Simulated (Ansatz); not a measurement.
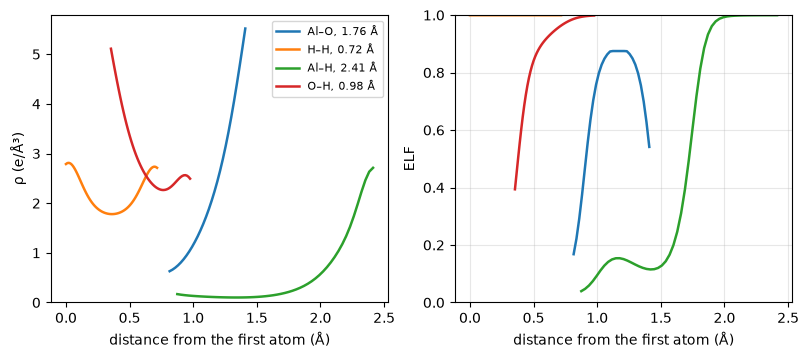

Figure 1: AlH3O···H2. Total electron density and ELF along straight lines between neighbouring atoms. The curves leave out the atomic cores.

Not at a stationary point (largest force 1.7 eV/Å).

These are results of RKS PBE/6-31G* (Ansatz 0.2.0), not measurements.

```xyz
7

Al    0.0466   -0.4735   -0.4401
H     0.0061   -0.0756    2.2925
H     1.4218    0.3012   -0.6533
H    -1.3997    0.1041   -0.8238
O     0.1913   -2.0941    0.2348
H    -0.6534   -2.5790    0.2822
H     0.0585   -0.7082    1.9616
```

Compare the contacts.

Al–O (1.76 Å): the density is about 0.75 e/Å³ at the midpoint; the ELF peaks at about 0.85 in the valence shell of O, 0.6 Å from its nucleus, and is about 0.35 at the midpoint.
H–H (0.72 Å): the density is about 1.8 e/Å³ at the midpoint; the ELF peaks at about 1 between the atoms; an ordinary covalent bond to hydrogen.
Al1···H7 (2.41 Å): the density falls to about 0.1 e/Å³ on the way; the ELF climbs to about 1 towards the hydrogen.
O–H (0.98 Å): ρ is about 3.5 e/Å³ halfway; the ELF climbs to about 1 towards the hydrogen (an ordinary covalent bond to hydrogen).
